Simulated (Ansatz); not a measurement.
# Calculations on C₃H₈N₂Si

**1. Relaxation**

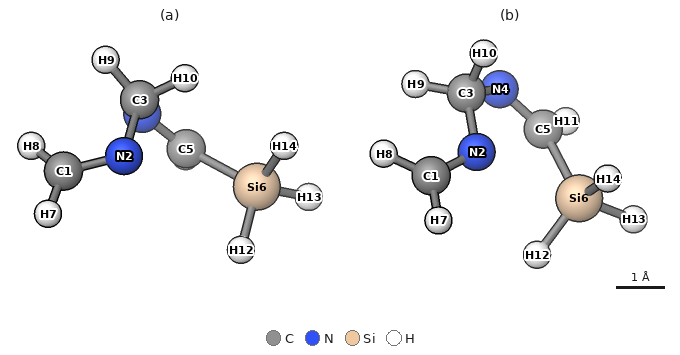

The structure of C$_{3}$H$_{8}$N$_{2}$Si before (left) and after (right) a relaxation, at one scale.

Style: ball-and-stick. Shown at a tilt.

The run prepares an end point of a later path (torsion) calculation, from a guessed geometry.

These are results of RKS B3LYP-D4/cc-pVDZ (Ansatz), not measurements. (no spin polarisation; force threshold 0.015 eV/Å; at most 40 steps)

Summarise the run.

Answer. The energy falls by 0.745 eV in 20 accepted moves (22 points after the start). Largest force component: 5.1 eV/Å at the start, 0.0074 eV/Å at the end. The line search rejected the trial steps at points 3, 21 of the run. The largest moves after the best rigid fit, 1.13 Å, are those of H9 and H11. Largest moves by element: H 1.13 Å, N 0.71 Å, C 0.65 Å, Si 0.47 Å. Near-neighbour distances that change, for instance: N2–Si6 3.411 → 2.687 Å, C3–N4 1.352 → 1.448 Å, C1–N2 1.315 → 1.266 Å, C1–H8 1.062 → 1.107 Å. Bond angles that change, for instance: H9–C3–H10 100.0° → 106.7°, C5–Si6–H13 109.0° → 102.5°, N4–C3–H10 112.8° → 106.9°. Groups turn about N2–C3 by about 65°, C3–N4 by about 55°. Cost: 78 s on 2 threads of Intel(R) Xeon(R) 6975P-C (Granite Rapids), on a shared host, peak memory 0.34 GiB.

**2. Relaxation**

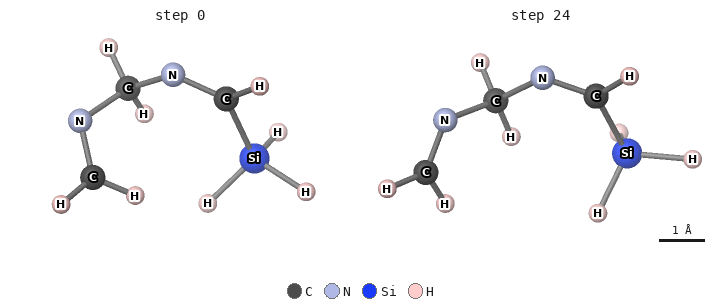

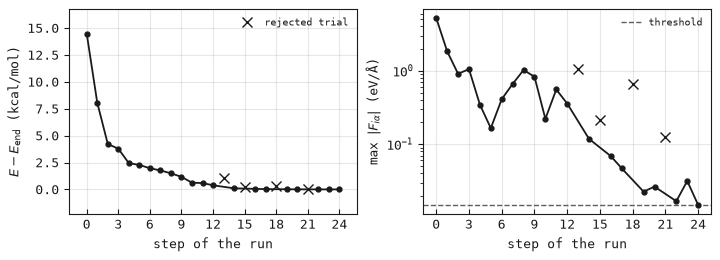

First and last geometry of a relaxation of C$_{3}$H$_{8}$N$_{2}$Si, with the history of the run. The picture is a ball-and-stick view, seen at a tilt.

The run prepares an end point of a later path (torsion) calculation, from a guessed geometry.

Theory: Ansatz, RKS B3LYP-D4/cc-pVDZ.

Input
```yaml
crystal:
  periodic: [false, false, false]
  atoms:
    - { symbol: C, position_ang: [1.0627, -2.1474, -0.6227] }
    - { symbol: "N", position_ang: [1.1789, -0.9239, -0.1563] }
    - { symbol: C, position_ang: [0.3649, -0.6807, 1.0379] }
    - { symbol: "N", position_ang: [-0.9333, -0.4957, 0.71] }
    - { symbol: C, position_ang: [-1.89421, -1.33621, 0.9848] }
    - { symbol: Si, position_ang: [-1.75657, -3.00309, 1.85437] }
    - { symbol: H, position_ang: [1.5814, -2.4022, -1.5414] }
    - { symbol: H, position_ang: [0.3809, -2.8394, -0.1948] }
    - { symbol: H, position_ang: [0.4969, -1.5039, 1.7958] }
    - { symbol: H, position_ang: [0.7979, 0.1865, 1.6143] }
    - { symbol: H, position_ang: [-2.9235, -1.11972, 0.64014] }
    - { symbol: H, position_ang: [-1.8378, -2.8587, 3.32524] }
    - { symbol: H, position_ang: [-2.93292, -3.88269, 1.43134] }
    - { symbol: H, position_ang: [-0.51857, -3.72632, 1.48193] }
basis:
  gaussian: { orbitals: cc-pVDZ }
hamiltonian:
  xc: b3lyp
  dispersion: d4
relax:
  f_tol: 0.015
  max_steps: 40
output:
  orbitals: {}
```

Command:
```bash
ansatz run input.yaml --threads 2 --pin off --max-ram 3072MiB --backend cpu --events-out ev --progress --plain --runs-dir out
```

Did the run converge, and what did it change?

It converged. H8 moves most after the best rigid fit: 1.29 Å. Largest moves by element: H 1.29 Å, C 0.63 Å, N 0.31 Å, Si 0.31 Å. Among the contacts that change: C3–N4 1.352 → 1.453 Å, C1–H8 1.062 → 1.109 Å, C1–N2 1.315 → 1.268 Å, C5–Si6 1.885 → 1.929 Å. Among the angles between lasting bonds that change: H9–C3–H10 100.0° → 107.8°, N4–C3–H10 112.8° → 106.6°, C3–N4–C5 124.6° → 118.6°. Groups turn about N2–C3 by about 45°, C5–Si6 by about 20°. The energy falls by 14.5 kcal/mol in 20 accepted moves (24 points after the start). The largest force component goes from 5.2 to 0.015 eV/Å. The line search rejected the trial steps at points 13, 15, 18, 21 of the run.

**3. Path**

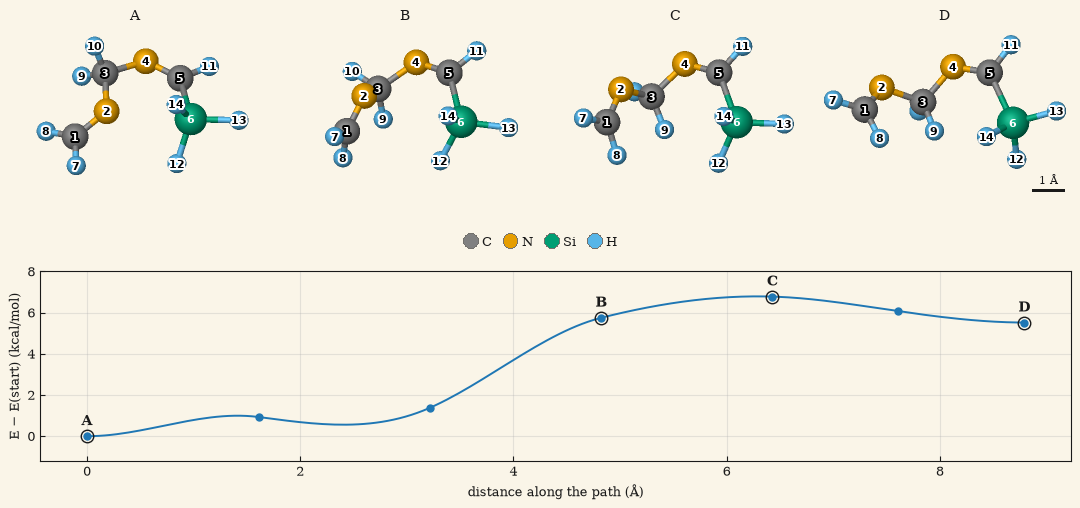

NEB run on C₃H₈N₂Si. Images are numbered from 0 (start) to 6 (end). Frames A to D are images 0, 3, 4, 6. A ball-and-stick model, seen at a tilt.

These are results of Ansatz, RKS B3LYP-D4/cc-pVDZ, not measurements. Set-up: 5 movable images; climbing image; force threshold 0.05 eV/Å; iteration limit 60; starting path through a guess of the saddle point.

What happens along the path, and what is the barrier?

The motion is a rotation about the C3–N4 bond by about 145°. No bond forms or breaks between the ends. Bond angles that change up to the highest image, for instance: N2–C3–N4 114.3° → 109.2°, C5–Si6–H14 113.7° → 108.5°. The highest point, image 4, lies 6.8 kcal/mol above the start and 1.3 kcal/mol above the end; the end is at +5.5 kcal/mol relative to the start. The band converged in 34 iterations. The largest component of the band force went from 20 to 0.049 eV/Å. The climbing image converged on the top of the path. Its vibrational analysis gives 2 imaginary modes over 30i cm⁻¹, so it isn't confirmed as a transition state.

The run took 8.5 min on 2 threads of Intel(R) Xeon(R) 6975P-C (Granite Rapids), with other jobs on the host, peak memory 0.35 GiB.
